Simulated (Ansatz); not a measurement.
C₂H₇BrOSi: several calculations on one system

**1. Relaxation**

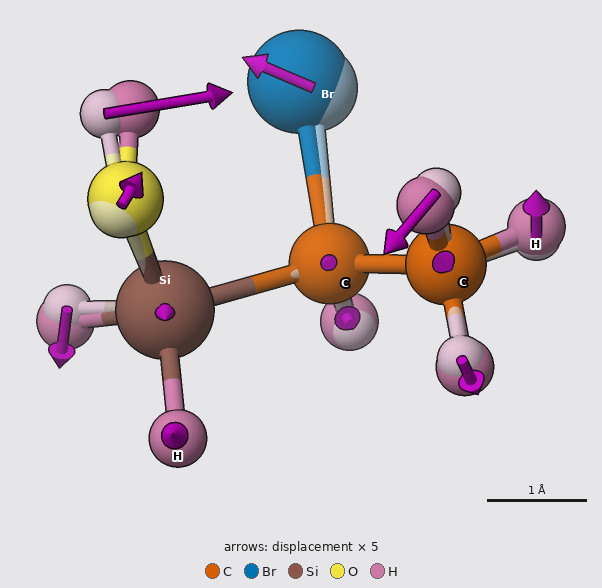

This is a relaxation of C$_{2}$H$_{7}$BrOSi. The starting structure is drawn faded, the final one solid; purple arrows show the displacements, 5 times their true length. The two geometries are superimposed by the best rigid fit.

The picture is a ball-and-stick view, seen face on.

The run prepares an end point of a later path (hydrogen shift) calculation, from a guessed geometry.

Computed with RKS PBE/def2-SVP in Ansatz 0.2.0.

Input file:
```yaml
crystal:
  periodic: [false, false, false]
  atoms:
    - { symbol: C, position_ang: [-1.0808, -0.6645, 0.9706] }
    - { symbol: C, position_ang: [0.3277, -0.3755, 0.6057] }
    - { symbol: Br, position_ang: [0.9617, 1.0875, 1.7421] }
    - { symbol: Si, position_ang: [0.7643, 0.0964, -1.1653] }
    - { symbol: O, position_ang: [-0.0209, 1.5013, -1.6608] }
    - { symbol: H, position_ang: [-1.7542, 0.277, 0.7659] }
    - { symbol: H, position_ang: [-1.2144, -0.8751, 2.0222] }
    - { symbol: H, position_ang: [-1.5009, -1.4328, 0.3661] }
    - { symbol: H, position_ang: [0.9323, -1.2268, 0.9375] }
    - { symbol: H, position_ang: [0.2232, -0.993, -2.0384] }
    - { symbol: H, position_ang: [2.1404, 0.2349, -1.3467] }
    - { symbol: H, position_ang: [0.2985, 2.3155, -1.1648] }
basis:
  gaussian: { orbitals: def2-SVP }
hamiltonian:
  xc: pbe
relax:
  f_tol: 0.02
  max_steps: 50
output:
  orbitals: {}
```

Run as
```bash
ansatz run input.yaml --threads 2 --pin off --max-ram 3072MiB --backend cpu --events-out ev --progress --plain --runs-dir out
```

Atoms of which element are displaced furthest, and by how much?

Answer. Hydrogen: up to 0.28 Å, against 0.16 Å for bromine.

Describe the change and its energy.

Answer. Over 7 geometry steps the energy falls by 36.5 kJ/mol. Largest force component: 3 eV/Å at the start, 0.015 eV/Å at the end. The atom that moves furthest after the best rigid fit is H12 (0.28 Å). By element the largest moves are H 0.28 Å, Br 0.16 Å, O 0.09 Å, C 0.07 Å, Si 0.05 Å. Some distances before and after: Si4–H11 1.395 → 1.505 Å, C1–H6 1.175 → 1.109 Å, C2–Br3 1.958 → 2.006 Å, C1–H8 1.064 → 1.112 Å. Among the angles between lasting bonds that change: C1–C2–Si4 120.0° → 115.2°, C1–C2–H9 107.3° → 111.7°, C2–Si4–H11 112.1° → 107.9°.

**2. Relaxation**

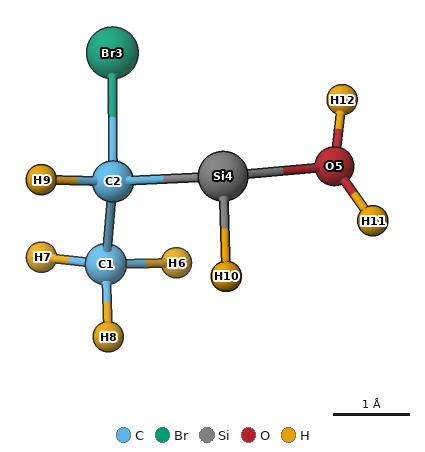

This is the input geometry for a relaxation of C$_{2}$H$_{7}$BrOSi. A ball-and-stick model, seen at a tilt.

The run prepares an end point of a later path (hydrogen shift) calculation, from a guessed geometry.

All numbers below come from RKS PBE/def2-SVP in Ansatz.

Input
```yaml
crystal:
  periodic: [false, false, false]
  atoms:
    - { symbol: C, position_ang: [-1.0808, -0.6645, 0.9706] }
    - { symbol: C, position_ang: [0.3277, -0.3755, 0.6057] }
    - { symbol: Br, position_ang: [0.9617, 1.0875, 1.7421] }
    - { symbol: Si, position_ang: [0.7643, 0.0964, -1.1653] }
    - { symbol: O, position_ang: [-0.0209, 1.5013, -1.6608] }
    - { symbol: H, position_ang: [-1.7542, 0.277, 0.7659] }
    - { symbol: H, position_ang: [-1.2144, -0.8751, 2.0222] }
    - { symbol: H, position_ang: [-1.5009, -1.4328, 0.3661] }
    - { symbol: H, position_ang: [0.9323, -1.2268, 0.9375] }
    - { symbol: H, position_ang: [0.2232, -0.993, -2.0384] }
    - { symbol: H, position_ang: [-0.39204, 1.19506, -2.526] }
    - { symbol: H, position_ang: [0.2985, 2.3155, -1.1648] }
basis:
  gaussian: { orbitals: def2-SVP }
hamiltonian:
  xc: pbe
relax:
  f_tol: 0.02
  max_steps: 50
```

Launched with:
```bash
ansatz run input.yaml --threads 2 --pin off --max-ram 3072MiB --backend cpu --events-out ev --progress --plain --runs-dir out
```

What does the optimiser find from here?

After 13 geometry steps the energy has fallen by 60.1 kcal/mol. Largest force component: 6.5 eV/Å at the start, 0.017 eV/Å at the end. H11 moves most after the best rigid fit: 1.08 Å. By element the largest moves are H 1.08 Å, Br 0.57 Å, Si 0.50 Å, O 0.19 Å, C 0.10 Å. Some distances before and after: Br3–H12 3.225 → 2.222 Å, Si4–O5 1.684 → 2.069 Å, C2–Si4 1.884 → 1.993 Å, C2–Br3 1.958 → 2.035 Å. Among the angles between lasting bonds that change: H11–O5–H12 143.2° → 104.5°, C2–Si4–O5 112.2° → 88.3°, O5–Si4–H10 105.5° → 90.5°. Groups turn about C2–Si4 by about 25°.

History of the run:

```tsv
step	E − E(0), kcal/mol	largest force component, eV/Å
0	0.00	6.4646
1	-31.90	3.2957
2	-49.81	1.1574
3	-54.77	0.7098
4	-56.03	0.7380
5	-57.08	0.6794
6	-58.32	0.8588
7	-58.96	1.0257
8	-59.58	0.5367
9	-59.93	0.1192
10	-60.04	0.0544
11	-60.06	0.0626
12	-60.08	0.0255
13	-60.09	0.0168
```

The structure at the end:

```xyz
12

C    -1.0775   -0.6551    0.8985
C     0.3644   -0.3790    0.5077
Br    0.9174    1.4199    1.2831
Si    0.8778   -0.3258   -1.4177
O    -0.1873    1.4400   -1.5884
H    -1.7799    0.0448    0.4011
H    -1.2497   -0.6084    1.9947
H    -1.3372   -1.6780    0.5511
H     1.0596   -1.0658    1.0342
H    -0.3673   -1.1366   -1.8586
H     0.2939    1.9809   -2.2466
H     0.0302    1.8682   -0.7043
```

The end point in the same view:

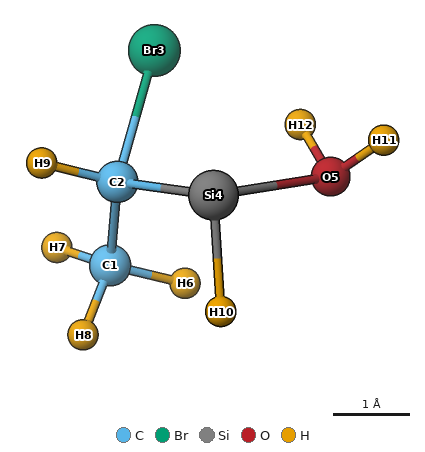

**3. Path**

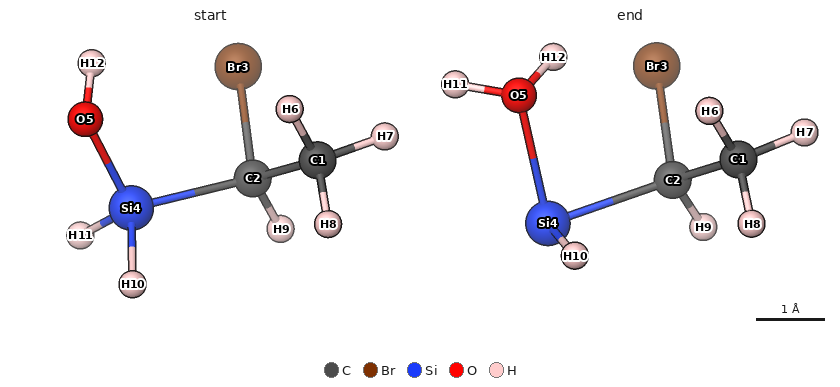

The two relaxed end points of a path for C$_{2}$H$_{7}$BrOSi. A ball-and-stick model, seen at a tilt.

The calculation used Ansatz 0.2.0, RKS PBE/def2-SVP.

Set-up: 5 movable images; climbing image; force threshold 0.05 eV/Å; iteration limit 60.

Start:
```xyz
12

C    -1.1126   -0.6185    0.9340
C     0.3561   -0.3727    0.6221
Br    1.0291    1.2073    1.6597
Si    0.7388    0.0801   -1.1965
O    -0.0113    1.5348   -1.5733
H    -1.7434    0.2252    0.5885
H    -1.2912   -0.7700    2.0175
H    -1.4491   -1.5333    0.3998
H     0.9962   -1.2060    0.9767
H     0.1294   -0.9423   -2.1127
H     2.2345    0.1098   -1.3611
H     0.2005    2.2304   -0.9205
```

End:
```xyz
12

C    -1.1270   -0.5650    0.8304
C     0.3848   -0.5425    0.6822
Br    1.1021    1.1443    1.5669
Si    1.2047   -0.5986   -1.1340
O     0.4965    1.3207   -1.4445
H    -1.6105    0.2387    0.2381
H    -1.4639   -0.4776    1.8850
H    -1.4968   -1.5326    0.4284
H     0.8589   -1.3319    1.3022
H    -0.0719   -1.1905   -1.7837
H     1.1626    1.7646   -2.0071
H     0.6374    1.7153   -0.5297
```

What barrier does the band find between them, and by what path?

Forward barrier 279.4 kJ/mol, backward barrier 78.1 kJ/mol, with image 4 at the top; the reaction energy is +201.3 kJ/mol. A hydrogen atom shifts from one atom to another. Breaking: Si4–H11 (1.51 → 1.63 at the top → 2.52 Å). Forming: O5–H11 (2.67 → 1.31 at the top → 0.98 Å). The band converged in 12 iterations, with a climbing image at the top.

Energies of the converged images:

```
image  path (Å)  E (kJ/mol)
    0      0.00         0.0
    1      0.48         4.8
    2      0.97        42.9
    3      1.45       170.5
    4      1.93       279.4
    5      2.48       215.7
    6      3.03       201.3
```

The geometry at the top of the path:

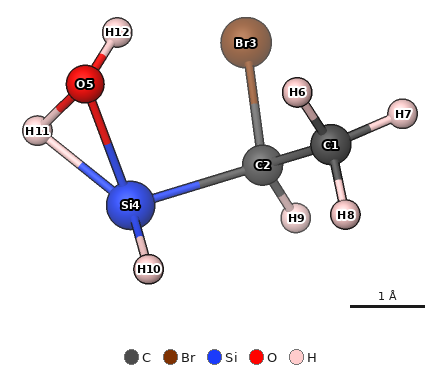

The run took 2.1 min on 2 threads of Intel(R) Xeon(R) Platinum 8488C (Sapphire Rapids) (shared host), peak memory 0.2 GiB.
